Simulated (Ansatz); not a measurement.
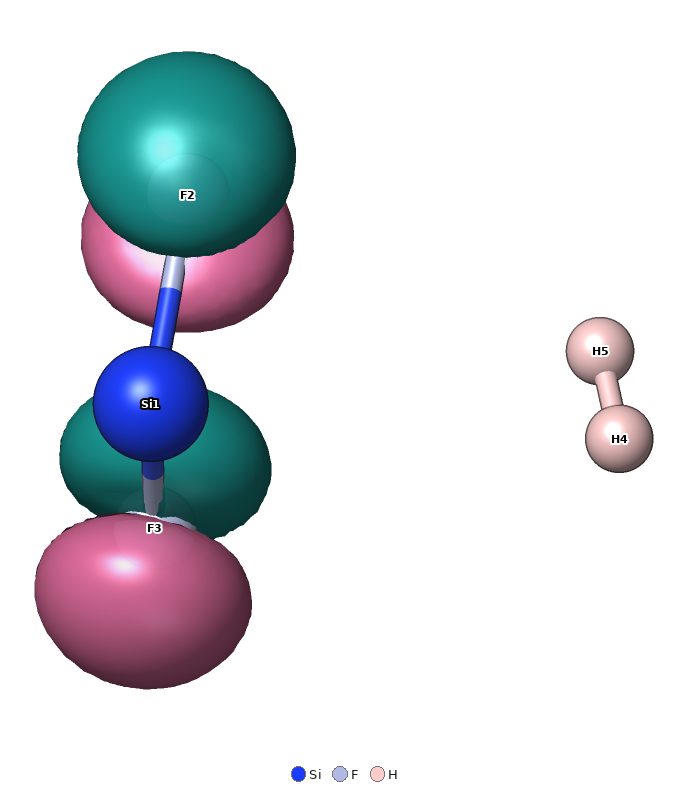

Figure. F₂Si···H₂. The HOMO−1 at ±0.15 Å⁻³ᐟ² (teal and pink are the two phases), seen at a tilt.

Method: RKS PBE0-D4/def2-TZVP in Ansatz 0.2.0.

```
atom    x (Å)    y (Å)    z (Å)
  Si   0.9086   0.3812  -1.0710
   F   0.9820   1.3892   0.1729
   F   1.5327  -0.9394  -0.4132
   H  -1.8712  -0.6213   0.3872
   H  -1.5519  -0.2097   0.9240
```

> Describe this orbital and give its energy.

By Hirshfeld shares it lies mainly on F3 (about 45 %) and F2 (about 45 %); largely a combination of lone pairs on F3 and F2. Its energy is −12.03 eV.
